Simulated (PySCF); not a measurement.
**Gd: atomic calculation**

Gd, configuration 1s2 2s2 2p6 3s2 3p6 3d10 4s2 4p6 4d10 4f7 5s2 5p6 6s2 6p1, multiplicity 9. Computed at this level: unrestricted PBE, x2c-TZVPPall, spin-free X2C-1e, Gaussian nucleus (PySCF).

## The input
```python
from pyscf import gto, scf, dft, mp, cc
import basis_set_exchange as bse
mol = gto.M(atom="Gd 0 0 0", charge=0, spin=8, symmetry="D2h",
            basis=gto.basis.parse(bse.get_basis("x2c-TZVPPall", elements=["Gd"], fmt="nwchem")),
            nucmod="G")
mf = dft.UKS(mol, xc="PBE").sfx2c1e()
mf.irrep_nelec = {'Ag': (10, 10), 'B1g': (2, 2), 'B2g': (2, 2), 'B3g': (2, 2), 'Au': (1, 0), 'B1u': (6, 4), 'B2u': (7, 4), 'B3u': (6, 4)}
mf.kernel()
```

The script is an equivalent of what the driver set up; the driver started from orbitals of its own, so the log can be shorter than this script's would be, and it computed the properties (radii, ⟨L²⟩, response) afterwards. It held the occupations shell by shell, which the script's counts by irreducible representation don't always enforce.

## Output (extracts)
```
damping factor = 0
level_shift factor = 0
DIIS = <class 'pyscf.scf.diis.CDIIS'>
diis_start_cycle = 1
diis_space = 10
diis_damp = 0
SCF conv_tol = 1e-09
SCF conv_tol_grad = None
number electrons alpha = 36  beta = 28
XC functionals = PBE
    J. P. Perdew, K. Burke, and M. Ernzerhof.,  Phys. Rev. Lett. 77, 3865 (1996)
    J. P. Perdew, K. Burke, and M. Ernzerhof.,  Phys. Rev. Lett. 78, 1396 (1997)
    J. P. Perdew, K. Burke, and M. Ernzerhof.,  Phys. Rev. Lett. 77, 3865 (1996)
    J. P. Perdew, K. Burke, and M. Ernzerhof.,  Phys. Rev. Lett. 78, 1396 (1997)
cycle= 1 E= -11270.4629323153  delta_E= -0.035  |g|= 0.272  |ddm|= 0.823
cycle= 2 E= -11270.4558284061  delta_E= 0.0071  |g|= 0.411  |ddm|= 0.508
cycle= 3 E= -11270.4724585791  delta_E= -0.0166  |g|= 0.00953  |ddm|= 0.21
cycle= 4 E= -11270.4727230114  delta_E= -0.000264  |g|= 0.0064  |ddm|= 0.0766
cycle= 5 E= -11270.4728025769  delta_E= -7.96e-05  |g|= 0.00248  |ddm|= 0.0594
cycle= 6 E= -11270.4728143805  delta_E= -1.18e-05  |g|= 0.000433  |ddm|= 0.0383
cycle= 7 E= -11270.4728148843  delta_E= -5.04e-07  |g|= 3.9e-05  |ddm|= 0.00642
cycle= 8 E= -11270.4728148881  delta_E= -3.76e-09  |g|= 1.35e-05  |ddm|= 0.000464
cycle= 9 E= -11270.4728148882  delta_E= -1.66e-10  |g|= 6.28e-06  |ddm|= 9.94e-05
converged SCF energy = -11270.4728148882  <S^2> = 20.323028  2S+1 = 9.0715001
```

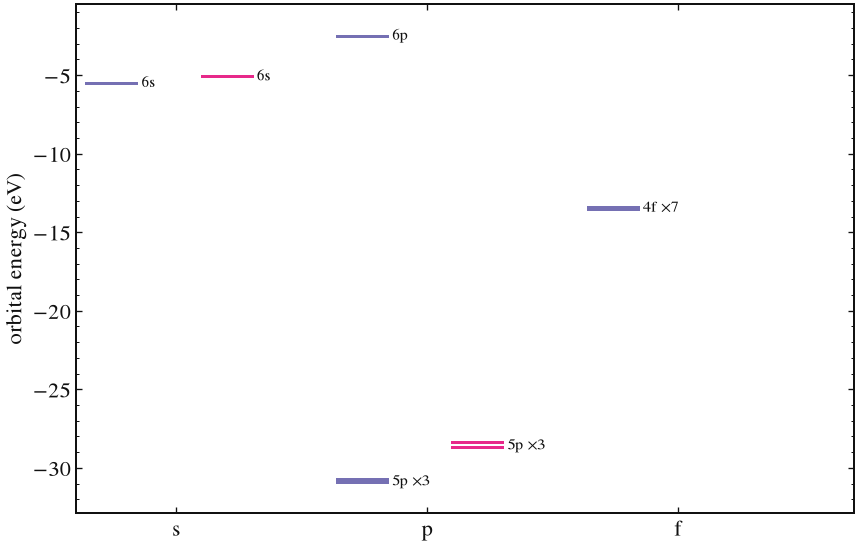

Orbital energies of the mean field, from the top down to −30.9 eV, by angular momentum, α spin at the left of each column and β at the right; ×n counts the orbitals under one label. Empty levels that the record names by l alone aren't drawn. The highest filled orbital is 6p α at −2.49 eV, the lowest empty one f β at −8.15 eV.

## Key numbers

```
      quantity                      value
       outcome                  converged
  total energy        −11270.4728 hartree
          ⟨S²⟩                     20.323
          ⟨L²⟩                       3.07
SCF iterations                          9
      hardware  1 CPU thread, shared host
      CPU time     11 s (integrals apart)
```

## Remarks

The driver held the occupations shell by shell, and empty d levels lie below the filled 6p. This is not the ground configuration of the species. ⟨L²⟩ departs from that of the intended term, so the determinant mixes terms.
